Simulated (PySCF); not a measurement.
System: O7Re2 (Re2(O)3(O)4).

The calculation's input:

```
mol = gto.M(atom='''
Re    -0.03576     0.46985     1.81809
Re    -0.03576    -0.46985    -1.81809
O     -0.03941    -0.00000    -0.00000
O     -1.28026     1.56658     2.14646
O     -1.28026    -1.56658    -2.14646
O      1.43571     1.18890     2.23835
O     -0.25842    -0.90065     2.78328
O     -0.25842     0.90065    -2.78328
O      1.43571    -1.18890    -2.23835''',
    basis={'Re': 'def2-SVP', 'O': 'def2-SVP'},
    ecp={'Re': 'def2-SVP'},
    charge=0, spin=0)
mf = dft.RKS(mol, xc='PBE0')
mf.grids.atom_grid = (75, 302)  # f atoms: at least (60, 302), unpruned
mf = mf.density_fit()  # Re def2-universal-JKFIT, O def2-universal-JKFIT
mf.conv_tol = 1e-09; mf.max_cycle = 55
mf.kernel(dm0)
```

Command:

```sh
OMP_NUM_THREADS=4 python run.py
```

Core potentials replace the inner electrons of Re.

Theory: PySCF, RKS PBE0, Re def2-SVP with ECP60, O def2-SVP; non-relativistic Hamiltonian with scalar-relativistic core potentials where named; density fitting.

### What will maps of the electron density and electron localisation function show?

Re–O (1.69 Å): the density is about 2 e/Å³ at the midpoint; the ELF peaks at about 0.75 in the valence shell of O, 0.5 Å from its nucleus, and drops to about 0.40 between the two atoms.
Re–O (1.88 Å): ρ is about 1.1 e/Å³ halfway; the ELF peaks at about 0.85 in the valence shell of O, 0.5 Å from its nucleus, and is about 0.30 at the midpoint.

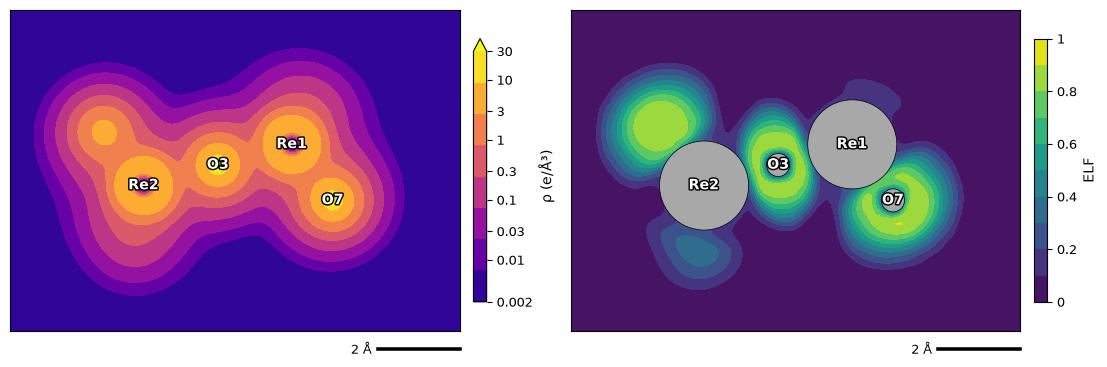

Computed electron density and electron localisation function on the plane of atoms O3, Re1 and O7, in this order. Grey discs cover the atomic cores in the ELF map. 
